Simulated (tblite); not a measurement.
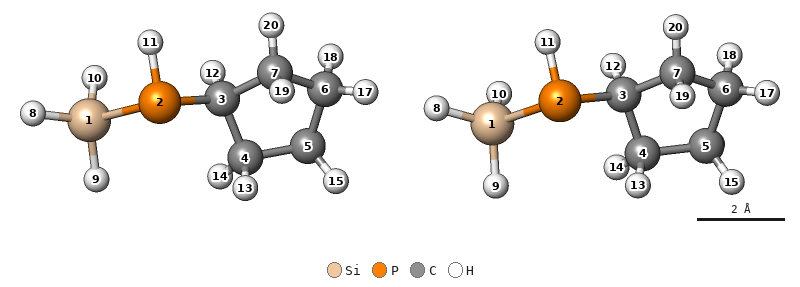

Two geometries of C₅H₁₃PSi, drawn at one scale. One is the start of a relaxation, the other its converged end. A ball-and-stick model, seen at a tilt.

All numbers below come from GFN2-xTB geometry optimisation, gas phase (tblite). 

**Which one is relaxed?**

The right one is the relaxed one. The largest move after the best rigid fit is that of an H atom, 0.42 Å. Largest moves by element: H 0.42 Å, C 0.14 Å, Si 0.11 Å, P 0.06 Å. Among the contacts that change: C–P 1.837 → 1.867 Å, H–P 1.416 → 1.393 Å, H–Si 1.483 → 1.462 Å, C–C 1.524 → 1.540 Å. Among the angles between lasting bonds that change: P–Si–H 107.7° → 113.6°, C–C–H 112.3° → 108.9°. The energy falls by 8.90 kJ/mol in 68 geometry steps. Cost: 0.43 s on 1 thread of Arm Neoverse V2, on a shared host.
